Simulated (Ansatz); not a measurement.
# BGe+ (triplet): correlated methods under varied settings at distance Ge1–B2 = 2.974 Å

Aim: run BGe+ (triplet) at one geometry under a spread of methods and options, and see what each costs and gives.

Program: Ansatz 0.2.0, Gaussian basis. Level of theory: the settings change from run to run. These are calculated values, not measurements.

21 further runs of the same task are left out: 14 that didn't finish, 7 set aside as unsound or not needed.

## 1. The geometry

The geometry derives from a PBE0/def2-TZVP stationary point (not a proven minimum). One bond is set to the value named and the two fragments are kept rigid. No spin-orbit coupling is included. The filled d shell of Ge may be among the frozen orbitals whatever the setting's name suggests; the logs give the count.

2 atoms, charge 1, spin multiplicity 3.

Atoms are counted from 1 here; the program's logs count them from 0.

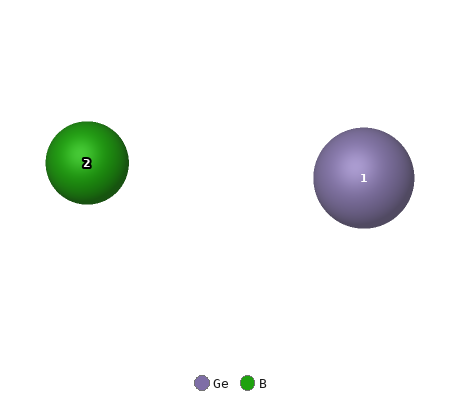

The geometry (germanium purple, boron green); atoms are numbered from 1 in the order of the file.

## 2. CASCI(6,6)/cc-pVDZ

File in.yaml:

```yaml
crystal:
  periodic: [false, false, false]
  atoms:
    - {symbol: Ge, position_ang: [0.000000, 0.000000, 0.000000]}
    - {symbol: B, position_ang: [0.000000, 0.000000, 2.974000]}
basis:
  gaussian: {orbitals: cc-pVDZ}
total_charge: 1
magnetization: {spin_polarized: false, initial_magnetization: 2}
correlation: {active_space: {window: {electrons: 6, orbitals: 6}, fixed_orbitals: true}}
```

The run is started by

```console
$ ansatz run in.yaml --threads 1 --pin off --events-out ev --progress --plain --max-ram 2393MiB
```

Log:

```text
Functional definition: HF
  name "HF"
  cite "Fock, Z. Phys. 61, 126 (1930) doi:10.1007/BF01340294"
  parent pbe
  exchange = exact_x
  correlation = 0
462 factors; integrals over basis functions are off by at most 8.3e-4 eV
mean field evaluation 1: about -57132.0659 eV, gradient 3.8e0 eV
mean field evaluation 2: about -57132.0772 eV, gradient 3.9e0 eV
mean field evaluation 4: about -57132.4397 eV, gradient 9.4e-1 eV
mean field evaluation 8: about -57132.5135 eV, gradient 5.7e-1 eV
mean field evaluation 16: about -57132.5566 eV, gradient 3.6e-4 eV
mean field evaluation 32: about -57132.5566 eV, gradient 1.9e-6 eV
mean field evaluation 64: about -57132.4667 eV, gradient 2.5e0 eV
mean field evaluation 96: about -57132.5436 eV, gradient 7.4e-1 eV
mean field evaluation 128: about -57132.0660 eV, gradient 3.8e0 eV
mean field -57132.55662563 eV, -2099.5827301543 hartree, gradient 1.1e-6 eV, S^2 2.000000; 12 other end points of the search recorded, 0 dependent functions left out
reference -57132.55662563 eV, -2099.5827301543 hartree; 19, 17 occupied and 22, 24 virtual orbitals, 462 factors
state -57133.00001380 eV, -2099.5990243687 hartree
Total energy: -57133.00001380 eV, -2099.5990243687 hartree
```

It took 1.8 s on 1 thread of Arm Neoverse V1, shared host.

From the report: 96 determinants; active occupations 1.98, 1.96, 1.00, 1.00, 0.04, 0.01.

## 3. HF/6-31G*

File in.yaml:

```yaml
crystal:
  periodic: [false, false, false]
  atoms:
    - {symbol: Ge, position_ang: [0.000000, 0.000000, 0.000000]}
    - {symbol: B, position_ang: [0.000000, 0.000000, 2.974000]}
basis:
  gaussian: {orbitals: "6-31G*"}
total_charge: 1
magnetization: {spin_polarized: false, initial_magnetization: 2}
hamiltonian: {xc: hf}
output: {orbitals: {seedname: orbitals}}
```

The command is unchanged.

Log:

```text
Functional definition: HF
  name "HF"
  cite "Fock, Z. Phys. 61, 126 (1930) doi:10.1007/BF01340294"
  parent pbe
  exchange = exact_x
  correlation = 0
449 factors; integrals over basis functions are off by at most 4.0e-4 eV
mean field evaluation 1: about -57125.0299 eV, gradient 7.0e0 eV
mean field evaluation 2: about -57125.0349 eV, gradient 7.0e0 eV
mean field evaluation 4: about -57125.4418 eV, gradient 1.2e0 eV
mean field evaluation 8: about -57125.5398 eV, gradient 6.7e-1 eV
mean field evaluation 16: about -57125.5822 eV, gradient 8.8e-6 eV
mean field evaluation 32: about -57125.4588 eV, gradient 7.2e-1 eV
mean field evaluation 64: about -57125.5619 eV, gradient 5.0e-1 eV
mean field evaluation 96: about -57124.8545 eV, gradient 1.2e0 eV
mean field evaluation 128: about -57125.5021 eV, gradient 8.3e-1 eV
mean field -57125.58218545 eV, -2099.3264242050 hartree, gradient 8.5e-6 eV, S^2 2.000000; 1 other end points of the search recorded, 0 dependent functions left out
reference -57125.58218545 eV, -2099.3264242050 hartree; 19, 17 occupied and 31, 33 virtual orbitals, 449 factors
Total energy: -57125.58218545 eV, -2099.3264242050 hartree
```

It took 1.4 s on 1 thread of Arm Neoverse V1, shared host.

## 4. CASSCF(2,4)/cc-pVDZ

File in.yaml:

```yaml
crystal:
  periodic: [false, false, false]
  atoms:
    - {symbol: Ge, position_ang: [0.000000, 0.000000, 0.000000]}
    - {symbol: B, position_ang: [0.000000, 0.000000, 2.974000]}
basis:
  gaussian: {orbitals: cc-pVDZ, fitting: {mean_field: def2-universal-jkfit}}
total_charge: 1
magnetization: {spin_polarized: false, initial_magnetization: 2}
correlation: {active_space: {window: {electrons: 2, orbitals: 4}}}
```

The command is unchanged.

Log:

```text
Functional definition: HF
  name "HF"
  cite "Fock, Z. Phys. 61, 126 (1930) doi:10.1007/BF01340294"
  parent pbe
  exchange = exact_x
  correlation = 0
341 factors; integrals over basis functions are off by at most 4.1e-2 eV
mean field evaluation 1: about -57132.0764 eV, gradient 3.8e0 eV
mean field evaluation 2: about -57132.3298 eV, gradient 1.4e0 eV
mean field evaluation 4: about -57132.4950 eV, gradient 8.0e-1 eV
mean field evaluation 8: about -57132.5551 eV, gradient 1.2e-2 eV
mean field evaluation 16: about -57130.8290 eV, gradient 7.7e0 eV
mean field evaluation 32: about -57132.0991 eV, gradient 1.2e0 eV
mean field evaluation 64: about -57131.3920 eV, gradient 5.9e-7 eV
mean field -57132.55509429 eV, -2099.5826738785 hartree, gradient 4.2e-6 eV, S^2 2.000000; 12 other end points of the search recorded, 0 dependent functions left out
reference -57132.55509429 eV, -2099.5826738785 hartree; 19, 17 occupied and 22, 24 virtual orbitals, 341 factors
state -57132.67607015 eV, -2099.5871196593 hartree
Total energy: -57132.67607015 eV, -2099.5871196593 hartree
```

Run time: 3.5 s. Hardware: 1 thread of Arm Neoverse V1, shared host.

From the report: 16 determinants; active occupations 0.97, 0.97, 0.03, 0.03.

## 5. BCCD on ROHF/6-31G*

File in.yaml:

```yaml
crystal:
  periodic: [false, false, false]
  atoms:
    - {symbol: Ge, position_ang: [0.000000, 0.000000, 0.000000]}
    - {symbol: B, position_ang: [0.000000, 0.000000, 2.974000]}
basis:
  gaussian: {orbitals: "6-31G*"}
total_charge: 1
magnetization: {spin_polarized: false, initial_magnetization: 2}
hamiltonian: {pseudopotentials: {relativity: scalar}}
correlation: {method: bccd, electrons: valence}
output: {forces: true}
```

Launched as before.

Log, cut to the lines that bear on the results:

```text
Functional definition: HF
  name "HF"
  cite "Fock, Z. Phys. 61, 126 (1930) doi:10.1007/BF01340294"
  parent pbe
[...]
448 factors; integrals over basis functions are off by at most 4.0e-4 eV
[...]
mean field -57599.37755346 eV, -2116.7380828292 hartree, gradient 3.3e-6 eV, S^2 2.000000; 14 other end points of the search recorded, 0 dependent functions left out
[...]
determinant -57599.37755346 eV, -2116.7380828292 hartree, with singles and doubles -57606.88775724 eV, -2117.0140777274 hartree
determinant -57598.38800410 eV, -2116.7017175611 hartree, with singles and doubles -57605.80784956 eV, -2116.9743918525 hartree
determinant -57598.16820926 eV, -2116.6936402498 hartree, with singles and doubles -57605.45364642 eV, -2116.9613751271 hartree
determinant -57597.93867661 eV, -2116.6852050803 hartree, with singles and doubles -57605.80470201 eV, -2116.9742761820 hartree
determinant -57597.47455868 eV, -2116.6681490611 hartree, with singles and doubles -57604.77919441 eV, -2116.9365894730 hartree
10 core orbitals not correlated: weight in the atoms' cores, before any rotation towards them, 1.000 or more for the frozen orbitals, at most 0.000 for the correlated occupied ones
reference -57599.37755346 eV, -2116.7380828292 hartree; 9, 7 occupied and 31, 33 virtual orbitals, 448 factors
second order -6.82349128 eV of doubles, -0.12237772 eV of singles
cycle   1  -7.50496874 eV  change    5.2e-3 eV  update   1.3e-2
[...]
cycle  16  -7.49650520 eV  change    2.1e-7 eV  update   2.4e-7
[...]
Total energy: -57606.87405866 eV, -2117.0135743140 hartree
Relativity: scalar
Atom 0 at     0.000000     0.000000     0.000000 Å, force    -0.000000     0.000000     0.900257 eV/Å
Atom 1 at     0.000000     0.000000     2.974000 Å, force    -0.000000     0.000000    -0.900257 eV/Å
Dipole moment:     0.000000     0.000000     0.852219 e Å
```

Wall time 17 s (1 thread of Arm Neoverse V1, shared host).

From the report: correlation -7.4965 eV; largest double amplitude 0.10.

## 6. MP2 on ROHF/cc-pVDZ

File in.yaml:

```yaml
crystal:
  periodic: [false, false, false]
  atoms:
    - {symbol: Ge, position_ang: [0.000000, 0.000000, 0.000000]}
    - {symbol: B, position_ang: [0.000000, 0.000000, 2.974000]}
basis:
  gaussian: {orbitals: cc-pVDZ}
total_charge: 1
magnetization: {spin_polarized: false, initial_magnetization: 2}
correlation: {method: mp2, electrons: valence}
accuracy: high
scf: {lower_state_search: off}
```

Same command.

Log, cut to the lines that bear on the results:

```text
Functional definition: HF
  name "HF"
  cite "Fock, Z. Phys. 61, 126 (1930) doi:10.1007/BF01340294"
  parent pbe
[...]
757 factors; integrals over basis functions are off by at most 4.4e-9 eV
[...]
mean field -57132.55663256 eV, -2099.5827304088 hartree, gradient 2.9e-8 eV, S^2 2.000000; 0 other end points of the search recorded, 0 dependent functions left out
10 core orbitals not correlated: weight in the atoms' cores, before any rotation towards them, 1.000 or more for the frozen orbitals, at most 0.000 for the correlated occupied ones
reference -57132.55663256 eV, -2099.5827304088 hartree; 9, 7 occupied and 22, 24 virtual orbitals, 757 factors
second order -2.52448815 eV of doubles, -0.12289935 eV of singles
Total energy: -57135.20402006 eV, -2099.6800201049 hartree
Checks for a lower state left out: stability, starts, cluster_reference, orbital_swaps, neighbouring_geometries, increment
```

Wall time 0.88 s (1 thread of Arm Neoverse V1, shared host).

## 7. BCCD on UHF/def2-SVPD

File in.yaml:

```yaml
crystal:
  periodic: [false, false, false]
  atoms:
    - {symbol: Ge, position_ang: [0.000000, 0.000000, 0.000000]}
    - {symbol: B, position_ang: [0.000000, 0.000000, 2.974000]}
basis:
  gaussian: {orbitals: def2-SVPD}
total_charge: 1
magnetization: {spin_polarized: true, initial_magnetization: 2}
correlation: {method: bccd, electrons: outside_noble_gas}
```

The command is unchanged.

Log, cut to the lines that bear on the results:

```text
Functional definition: HF
  name "HF"
  cite "Fock, Z. Phys. 61, 126 (1930) doi:10.1007/BF01340294"
  parent pbe
[...]
568 factors; integrals over basis functions are off by at most 4.6e-4 eV
[...]
mean field -57125.65832974 eV, -2099.3292224559 hartree, gradient 2.3e-6 eV, S^2 2.047377; 20 other end points of the search recorded, 0 dependent functions left out
determinant -57125.65832974 eV, -2099.3292224559 hartree, with singles and doubles -57128.81844609 eV, -2099.4453545899 hartree
determinant -57124.73350144 eV, -2099.2952356429 hartree, with singles and doubles -57127.80279050 eV, -2099.4080299353 hartree
determinant -57124.70444422 eV, -2099.2941678098 hartree, with singles and doubles -57128.46441031 eV, -2099.4323440150 hartree
determinant -57124.56591306 eV, -2099.2890768833 hartree, with singles and doubles -57127.48152934 eV, -2099.3962238054 hartree
[...]
determinant -57123.11862968 eV, -2099.2358902002 hartree, with singles and doubles -57124.95737395 eV, -2099.3034628058 hartree
determinant -57122.96864630 eV, -2099.2303784126 hartree, with singles and doubles -57126.57594742 eV, -2099.3629442836 hartree
determinant -57125.65832974 eV, -2099.3292224559 hartree, with singles and doubles -57128.78675768 eV, -2099.4441900623 hartree
determinant -57124.70444422 eV, -2099.2941678098 hartree, with singles and doubles -57128.56378621 eV, -2099.4359960118 hartree
15 core orbitals not correlated: weight in the atoms' cores, before any rotation towards them, 1.000 or more for the frozen orbitals, at most 0.000 for the correlated occupied ones
reference -57125.65832974 eV, -2099.3292224559 hartree; 4, 2 occupied and 39, 41 virtual orbitals, 568 factors
second order -2.06884706 eV of doubles, -0.00000000 eV of singles
cycle   1  -3.13469478 eV  change   -6.3e-3 eV  update   1.1e-2
[...]
cycle  12  -3.12444434 eV  change   -4.0e-6 eV  update   6.3e-6
Total energy: -57128.78277407 eV, -2099.4440436675 hartree
```

Wall time 15 s (1 thread of Arm Neoverse V1, shared host).

From the report: ⟨S²⟩ of the determinant 2.047 (pure triplet: 2.00); correlation -3.1244 eV; largest double amplitude 0.09.

## 8. BCCD(T) on UHF/cc-pVDZ

File in.yaml:

```yaml
crystal:
  periodic: [false, false, false]
  atoms:
    - {symbol: Ge, position_ang: [0.000000, 0.000000, 0.000000]}
    - {symbol: B, position_ang: [0.000000, 0.000000, 2.974000]}
basis:
  gaussian: {orbitals: cc-pVDZ, point_charges: [{charge: 0.50, position_ang: [3.495, -0.150, -0.781]}]}
total_charge: 1
magnetization: {spin_polarized: true, initial_magnetization: 2}
correlation: {method: bccd_t, electrons: valence}
output: {forces: true}
```

Launched as before.

Log, cut to the lines that bear on the results:

```text
Functional definition: HF
  name "HF"
  cite "Fock, Z. Phys. 61, 126 (1930) doi:10.1007/BF01340294"
  parent pbe
[...]
462 factors; integrals over basis functions are off by at most 8.3e-4 eV
[...]
mean field -57131.18872636 eV, -2099.5324607831 hartree, gradient 1.5e-6 eV, S^2 2.056497; 13 other end points of the search recorded, 0 dependent functions left out
determinant -57131.18872636 eV, -2099.5324607831 hartree, with singles and doubles -57134.67206329 eV, -2099.6604710543 hartree
determinant -57130.97363358 eV, -2099.5245562692 hartree, with singles and doubles -57134.47472290 eV, -2099.6532189287 hartree
determinant -57131.18872636 eV, -2099.5324607831 hartree, with singles and doubles -57134.67162239 eV, -2099.6604548515 hartree
determinant -57130.97363358 eV, -2099.5245562692 hartree, with singles and doubles -57134.47445571 eV, -2099.6532091096 hartree
10 core orbitals not correlated: weight in the atoms' cores, before any rotation towards them, 1.000 or more for the frozen orbitals, at most 0.000 for the correlated occupied ones
reference -57131.18872636 eV, -2099.5324607831 hartree; 9, 7 occupied and 22, 24 virtual orbitals, 462 factors
second order -2.40961187 eV of doubles, -0.00000000 eV of singles
cycle   1  -3.48724701 eV  change   -4.4e-3 eV  update   9.2e-3
[...]
cycle  19  -3.47814161 eV  change    3.9e-8 eV  update   1.0e-7
perturbative correction -0.10411174 eV, -0.0038260359 hartree
[...]
Total energy: -57134.77097971 eV, -2099.6641061657 hartree
Atom 0 at     0.000000     0.000000     0.000000 Å, force    -0.216703     0.009301     0.889330 eV/Å
Atom 1 at     0.000000     0.000000     2.974000 Å, force    -0.051650     0.002217    -0.785412 eV/Å
Dipole moment:    -0.119039     0.005109     1.000757 e Å
```

Wall time 13 s (1 thread of Arm Neoverse V1, shared host).

From the report: ⟨S²⟩ of the determinant 2.056 (pure triplet: 2.00); correlation -3.5823 eV; largest double amplitude 0.09.

## 9. CCSD on UHF/pcseg-2

File in.yaml:

```yaml
crystal:
  periodic: [false, false, false]
  atoms:
    - {symbol: Ge, position_ang: [0.000000, 0.000000, 0.000000]}
    - {symbol: B, position_ang: [0.000000, 0.000000, 2.974000]}
basis:
  gaussian: {orbitals: pcseg-2}
total_charge: 1
magnetization: {spin_polarized: true, initial_magnetization: 2}
correlation: {method: ccsd, electrons: outside_noble_gas}
accuracy: high
output: {forces: true}
```

Launched as before.

Log, cut to the lines that bear on the results:

```text
Functional definition: HF
  name "HF"
  cite "Fock, Z. Phys. 61, 126 (1930) doi:10.1007/BF01340294"
  parent pbe
[...]
943 factors; integrals over basis functions are off by at most 4.4e-9 eV
[...]
mean field -57133.94682580 eV, -2099.6338190679 hartree, gradient 2.3e-8 eV, S^2 2.048545; 16 other end points of the search recorded, 0 dependent functions left out
determinant -57133.94682580 eV, -2099.6338190679 hartree, with singles and doubles -57137.35727957 eV, -2099.7591509323 hartree
determinant -57132.95679896 eV, -2099.5974362529 hartree, with singles and doubles -57136.28473952 eV, -2099.7197358126 hartree
determinant -57132.78447284 eV, -2099.5911033845 hartree, with singles and doubles -57135.95015806 eV, -2099.7074401706 hartree
determinant -57132.39285570 eV, -2099.5767117201 hartree, with singles and doubles -57136.27407611 eV, -2099.7193439397 hartree
[...]
determinant -57131.78163539 eV, -2099.5542497880 hartree, with singles and doubles -57135.57993444 eV, -2099.6938347035 hartree
determinant -57131.21723550 eV, -2099.5335084747 hartree, with singles and doubles -57133.23870112 eV, -2099.6077959660 hartree
15 core orbitals not correlated: weight in the atoms' cores, before any rotation towards them, 1.000 or more for the frozen orbitals, at most 0.000 for the correlated occupied ones
reference -57133.94682580 eV, -2099.6338190679 hartree; 4, 2 occupied and 54, 56 virtual orbitals, 943 factors
second order -2.34917835 eV of doubles, -0.00000000 eV of singles
cycle   1  -3.31264565 eV  change   -1.4e-1 eV  update   2.0e-2
[...]
cycle  26  -3.32384219 eV  change  -2.6e-10 eV  update  3.4e-10
[...]
Total energy: -57137.27066798 eV, -2099.7559680153 hartree
Atom 0 at     0.000000     0.000000     0.000000 Å, force     0.000000     0.000000     0.931011 eV/Å
Atom 1 at     0.000000     0.000000     2.974000 Å, force    -0.000000    -0.000000    -0.931011 eV/Å
Dipole moment:     0.000000     0.000000     0.784243 e Å
```

Wall time 41 s (1 thread of Arm Neoverse V1, shared host); peak memory 0.38 GiB.

From the report: ⟨S²⟩ of the determinant 2.049 (pure triplet: 2.00); correlation -3.3238 eV; T1 0.039; largest double amplitude 0.08.

## 10. CCSDT(Q)/B on ROHF/cc-pVDZ

File in.yaml:

```yaml
crystal:
  periodic: [false, false, false]
  atoms:
    - {symbol: Ge, position_ang: [0.000000, 0.000000, 0.000000]}
    - {symbol: B, position_ang: [0.000000, 0.000000, 2.974000]}
basis:
  gaussian: {orbitals: cc-pVDZ}
total_charge: 1
magnetization: {spin_polarized: false, initial_magnetization: 2}
correlation: {method: ccsdt_q_b, electrons: outside_noble_gas, diis_vectors: 1}
accuracy: high
output: {forces: true}
```

The command is unchanged.

Log, cut to the lines that bear on the results:

```text
Functional definition: HF
  name "HF"
  cite "Fock, Z. Phys. 61, 126 (1930) doi:10.1007/BF01340294"
  parent pbe
[...]
757 factors; integrals over basis functions are off by at most 4.4e-9 eV
[...]
mean field -57132.55663256 eV, -2099.5827304088 hartree, gradient 2.9e-8 eV, S^2 2.000000; 14 other end points of the search recorded, 0 dependent functions left out
[...]
determinant -57132.55663256 eV, -2099.5827304088 hartree, with singles and doubles -57135.85753783 eV, -2099.7040364400 hartree
determinant -57131.61993909 eV, -2099.5483075586 hartree, with singles and doubles -57134.85582603 eV, -2099.6672242104 hartree
determinant -57131.39382664 eV, -2099.5399980794 hartree, with singles and doubles -57134.51287103 eV, -2099.6546208467 hartree
determinant -57131.15225845 eV, -2099.5311206122 hartree, with singles and doubles -57134.82888836 eV, -2099.6662342694 hartree
determinant -57130.68707512 eV, -2099.5140254403 hartree, with singles and doubles -57133.81629143 eV, -2099.6290220185 hartree
15 core orbitals not correlated: weight in the atoms' cores, before any rotation towards them, 1.000 or more for the frozen orbitals, at most 0.000 for the correlated occupied ones
reference -57132.55663256 eV, -2099.5827304088 hartree; 4, 2 occupied and 22, 24 virtual orbitals, 757 factors
second order -2.12705759 eV of doubles, -0.11887092 eV of singles
cycle   1  -2.87865699 eV  change   -6.3e-1 eV  update   8.8e-2
[...]
cycle 151  -3.43100035 eV  change  -7.4e-11 eV  update  2.1e-10
perturbative correction -0.00468507 eV, -0.0001721731 hartree
[...]
Total energy: -57135.99231798 eV, -2099.7089895190 hartree
Atom 0 at     0.000000     0.000000     0.000000 Å, force    -0.000000    -0.000000     0.928555 eV/Å
Atom 1 at     0.000000     0.000000     2.974000 Å, force    -0.000000    -0.000000    -0.928555 eV/Å
Dipole moment:     0.000000     0.000000     0.735908 e Å
```

It took 50 s on 1 thread of Arm Neoverse V1, shared host; peak memory 0.36 GiB.

From the report: correlation -3.4357 eV; T1 0.062; largest double amplitude 0.15.

## 11. All runs side by side

Where basis and cores are those of an earlier FCI/cc-pVDZ run (-57135.9928 eV), and the state is the same kind, the miss against it is given.

```
                                         level         correlated  functions  energy (eV)  from FCI (meV)    time
                            CASCI(6,6)/cc-pVDZ                            41  -57133.0000          2992.7   1.8 s
                                     HF/6-31G*                            50  -57125.5822                   1.4 s
                           CASSCF(2,4)/cc-pVDZ                            41  -57132.6761          3316.7   3.5 s
          BCCD on ROHF/6-31G* (relativity set)            valence         50  -57606.8741                    17 s
                           MP2 on ROHF/cc-pVDZ            valence         41  -57135.2040                  0.88 s
                         BCCD on UHF/def2-SVPD  outside noble gas         58  -57128.7828                    15 s
BCCD(T) on UHF/cc-pVDZ (beside a point charge)            valence         41  -57134.7710                    13 s
                           CCSD on UHF/pcseg-2  outside noble gas         73  -57137.2707                    41 s
                    CCSDT(Q)/B on ROHF/cc-pVDZ  outside noble gas         41  -57135.9923             0.4    50 s
```

## 12. Results

```
quantity                             value
    runs                                 9
quickest       MP2 on ROHF/cc-pVDZ, 0.88 s
 slowest  CCSDT(Q)/B on ROHF/cc-pVDZ, 50 s
```

In words: Total energies in different bases, with other cores or another treatment of relativity can't be set against each other. CCSDT(Q)/B on ROHF/cc-pVDZ took 56 times as long as MP2 on ROHF/cc-pVDZ; the jobs differ in more than the method. Hartree-Fock, CASSCF and CASCI lack dynamic correlation by design.
